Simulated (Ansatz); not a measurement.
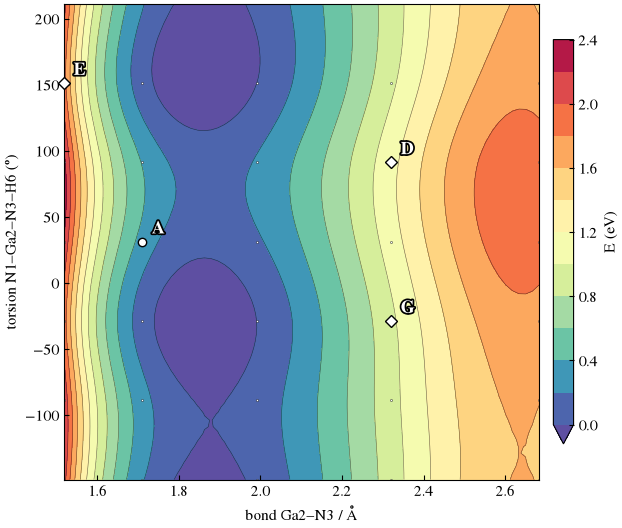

GaH4N2, SMILES [NH2][Ga][NH2], spin multiplicity 2. 
- Two internal coordinates are moved rigidly from the geometry relaxed at PBE0-D4/def2-TZVP, all others fixed.
- The first coordinate is: bond Ga2–N3; the second: torsion N1–Ga2–N3–H6.
- Grid: 5 × 6 points.
- Points are written as (first, second).
- All energies are given in eV relative to the lowest grid point.
- The calculation used UHF-CCSD(T), frozen core/def2-TZVPP (Ansatz 0.2.0).

Drawn: filled contours, dots at the grid points, lettered points. Between grid points the surface is interpolated.

> Is G the lowest point of the computed grid?

No. G lies 0.96 eV above the lowest grid point, which is at (1.991 Å, 151°).

> What kind of point is each of D, G: minimum, saddle, maximum or slope?

D: on a slope; G: on a slope. (In these two coordinates alone; a stationary point may lie a little off the grid point.)

> Rank the lettered points by energy, lowest first.

A (0.33 eV), G (0.96 eV), D (1.14 eV), E (1.89 eV).
